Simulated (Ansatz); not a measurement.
## Computed frozen-phonon scan: Mo (bcc, W type)

Starting cell, Mo (bcc, W type):

```xyz
2
Lattice="-3.1506 3.1506 3.1506 0.0000 0.0000 3.1506 0.0000 3.1506 0.0000" Properties=species:S:1:pos:R:3 pbc="T T T"
Mo     0.0000     0.0000     0.0000
Mo    -1.5753     1.5753     1.5753
```

A phonon eigenvector at H = (0.5, 0.5, 0.5) is frozen into this cell: atom i moves by Q times the vector below, so Q is the largest atomic displacement, in Å. The cell is held. It is one choice among 3 degenerate patterns. (q is in reciprocal vectors of the primitive cell; the cell shown is doubled to hold the pattern.)

```json
[
 {"atom": "Mo1", "x": "0.000", "y": "0.000", "z": "1.000"},
 {"atom": "Mo2", "x": "0.000", "y": "0.000", "z": "-1.000"}
]
```

The numbers are results of r2SCAN (plane waves to 500 eV, PAW, scalar-relativistic; Ansatz, a first-principles code), not measurements. k mesh 21×21×21 (Γ-centred), Fermi-Dirac smearing 0.05 eV. Energies are smeared free energies. With partly filled bands, energies and forces of such displacements shift with the k mesh and the smearing. Mo is run without spin polarisation. Mo was relaxed with its symmetry unable to fall. The zero of ΔE is the undisplaced structure.

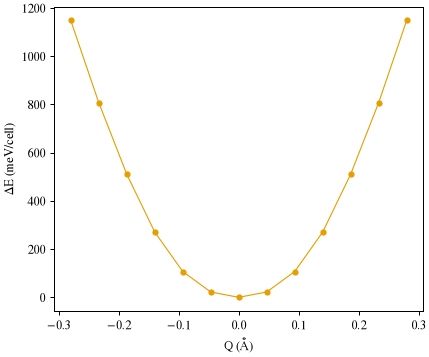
ΔE (meV/cell) against Q (Å); computed points joined by lines.

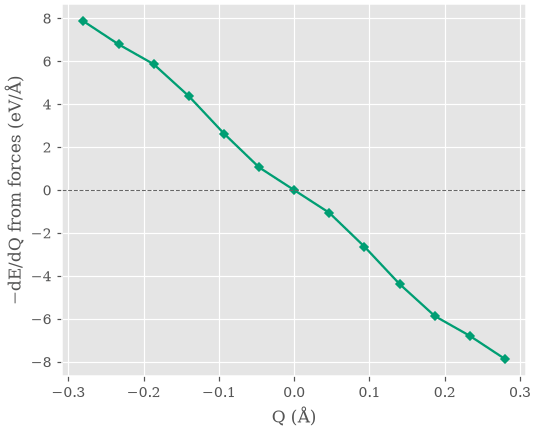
*−dE/dQ from forces (eV/Å) against Q (Å); computed points joined by lines.*

The energy at Q = 0.280 Å comes out as 1148 meV/cell. Symmetry of the curve: even: the same for both signs. Space group of the distorted cell: P4/nmm (No. 129), lowered from Im-3m. Shape of the curve: a single well with its minimum at or next to zero displacement.

(For displaced atoms, the force is minus the slope of the energy, and its curvature is a force constant, which sets phonon frequencies.)
